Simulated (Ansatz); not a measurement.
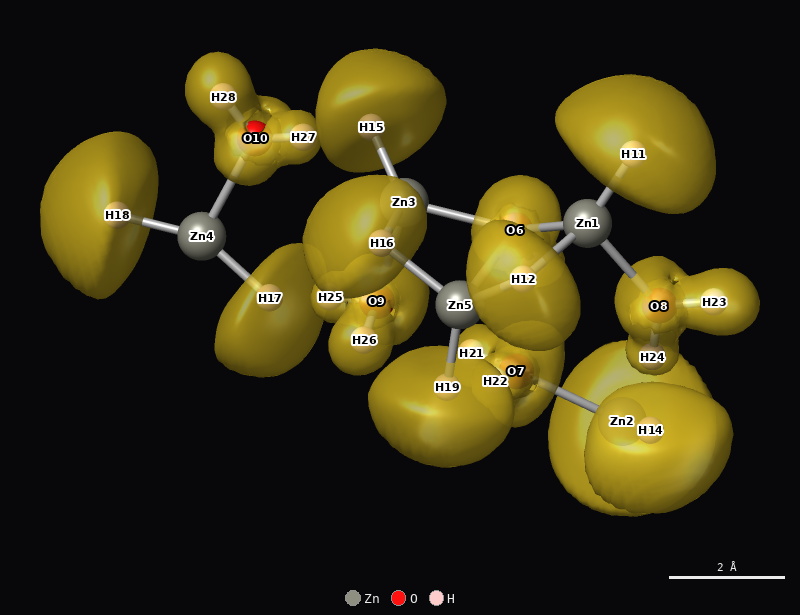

The picture shows: H10O3Zn3···H4OZn···H4OZn (Zn5O5 zinc blende bond disc). Isosurface of the ELF at 0.75 (yellow), seen at an oblique angle. Only the valence region is drawn (cores and ρ < 0.01 e/Å³ removed).

Geometry: PBE-D4/def2-SVP; not at a stationary point (largest force 1.0 eV/Å).

Computed with RKS PBE0-D4/def2-TZVP in Ansatz.

Input file:

```
crystal:
  periodic: [false, false, false]
  atoms:
    - {symbol: Zn, position_ang: [-2.413794, 0.658339, 2.274067]}
    - {symbol: Zn, position_ang: [-2.163812, 2.557858, -2.304554]}
    - {symbol: Zn, position_ang: [0.459003, -1.259325, 1.006518]}
    - {symbol: Zn, position_ang: [3.888299, -2.794169, -1.491590]}
    - {symbol: Zn, position_ang: [0.136264, 1.226010, 1.784146]}
    - {symbol: O, position_ang: [-1.253120, -0.218662, 0.820290]}
    - {symbol: O, position_ang: [-0.617800, 1.442789, -1.387046]}
    - {symbol: O, position_ang: [-3.242235, 1.964310, 0.860777]}
    - {symbol: O, position_ang: [1.360952, -0.340625, -0.750008]}
    - {symbol: O, position_ang: [2.537234, -3.759731, -0.241348]}
    - {symbol: H, position_ang: [-3.506034, 0.038251, 3.201413]}
    - {symbol: H, position_ang: [-0.996311, 1.585536, 2.935276]}
    - {symbol: H, position_ang: [-2.341970, 2.113878, -3.785987]}
    - {symbol: H, position_ang: [-2.511309, 3.413510, -0.990921]}
    - {symbol: H, position_ang: [0.597906, -2.835242, 0.927916]}
    - {symbol: H, position_ang: [1.126834, -0.164782, 2.170542]}
    - {symbol: H, position_ang: [3.068552, -1.491865, -1.948089]}
    - {symbol: H, position_ang: [5.181942, -3.662207, -1.534786]}
    - {symbol: H, position_ang: [0.736891, 2.167094, 0.611943]}
    - {symbol: H, position_ang: [-1.416469, 0.151053, -0.075346]}
    - {symbol: H, position_ang: [0.016634, 0.739480, -1.668551]}
    - {symbol: H, position_ang: [-0.157711, 1.831924, -0.571743]}
    - {symbol: H, position_ang: [-4.160544, 2.255727, 1.003557]}
    - {symbol: H, position_ang: [-2.884517, 2.538606, 0.105887]}
    - {symbol: H, position_ang: [2.099336, -0.880978, -1.225670]}
    - {symbol: H, position_ang: [1.813374, 0.447646, -0.374318]}
    - {symbol: H, position_ang: [1.749159, -3.322915, 0.223582]}
    - {symbol: H, position_ang: [2.870644, -4.440110, 0.371743]}
basis:
  gaussian: {orbitals: def2-TZVP, fitting: {mean_field: def2-universal-jkfit}, initial_orbitals: start.molden}
hamiltonian: {xc: pbe0, dispersion: d4}
scf: {omitted_lower_state_checks: [starts]}
output: {forces: true, orbitals: {seedname: orbitals}}
```

Launched as:

```sh
ansatz run in.yaml --threads 2 --pin off --events-out ev --progress --plain --max-ram 32768MiB --backend cuda --devices 0, --max-vram 18GiB
```

Describe the localisation domains.

Answer. The surface consists of nine regions around hydrogen nuclei and five joined regions spread over several atoms (H, O), in which their bonds and any lone pairs are merged. Profiles from the grid: H17···H25 (1.35 Å): the ELF is about 0.65 at the midpoint and 0.35 at its lowest between the atoms. Zn–O (2.01 Å): the ELF peaks at about 0.85 in the valence shell of O, 0.6 Å from its nucleus, and is about 0.15 at the midpoint.
